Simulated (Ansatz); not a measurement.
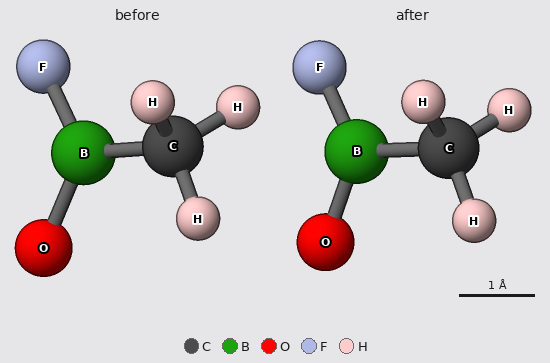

The structure of CH$_{3}$BFO (multiplicity 2) (coarse preliminary run) before (left) and after (right) a relaxation, at one scale.

The picture is a ball-and-stick view, seen from a free direction.

The start comes from a force field.

Theory: UKS PBE-D4/def2-SVP in Ansatz. (force threshold 0.03 eV/Å; at most 200 steps)

Summarise the run.

Answer. The atom that moves furthest after the best rigid fit is the O atom (0.13 Å). Largest moves by element: O 0.13 Å, H 0.09 Å, B 0.06 Å, F 0.06 Å, C 0.04 Å. Some distances before and after: B–O 1.436 → 1.320 Å, B–F 1.423 → 1.342 Å, B–C 1.534 → 1.612 Å, C–H 1.138 → 1.111 Å. Bond angles that change, for instance: B–C–H 114.0° → 105.7°, O–B–F 119.2° → 126.5°, C–B–O 119.5° → 113.2°. Over 6 geometry steps the energy falls by 0.389 eV. The largest force component goes from 3.2 to 0.024 eV/Å. The run took of the order of 28 core-seconds on a shared host.
